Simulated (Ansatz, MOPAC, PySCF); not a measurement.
BH3 (SMILES B) and C2H6O (SMILES COC) are pulled apart as rigid monomers along the line of their centres of mass, from the B3LYP-D3(BJ)/def2-TZVP minimum. Starting geometry (charge 0, multiplicity 1):
```
atom    x (Å)    y (Å)   z (Å)
----  -------  -------  ------
B      0.1492   0.2265  1.0946
H      1.2806   0.5130  0.8058
H     -0.6860   1.0199  0.7503
H     -0.1438  -0.9313  0.9009
C     -1.1637   0.1763  3.3244
O      0.1382   0.3641  2.7453
C      1.1528  -0.4237  3.3897
H     -1.1102   0.4082  4.3877
H     -1.4926  -0.8531  3.1680
H     -1.8311   0.8619  2.8136
H      1.1634  -0.1793  4.4515
H      2.0947  -0.1559  2.9233
H      0.9481  -1.4855  3.2381
```

Interaction energies with rigid monomers; basis-set methods are counterpoise corrected unless marked otherwise.

Rows in 3-21G, 6-31G* carry no dispersion term and start afresh at each structure (6-31G* with six Cartesian d functions). The state that PM7 reach isn't checked; PM7 holds dispersion and hydrogen-bond terms.

Programs: Ansatz (Gaussian orbitals); MOPAC for PM7 (differences of heats of formation); PySCF for 3-21G rows, 6-31G* rows. Each number belongs to the level named beside it.

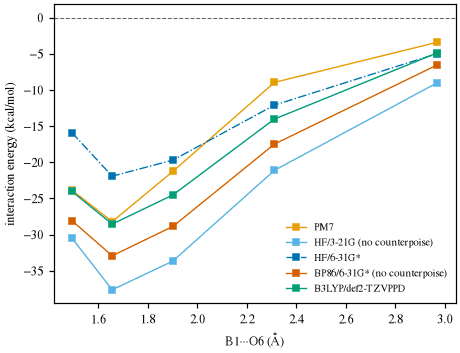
*Interaction energy against separation*

Which level binds most strongly at B1···O6 = 1.66, and by how much?

HF/3-21G (no counterpoise), -37.6 kcal/mol.

Ansatz is an electronic-structure program.
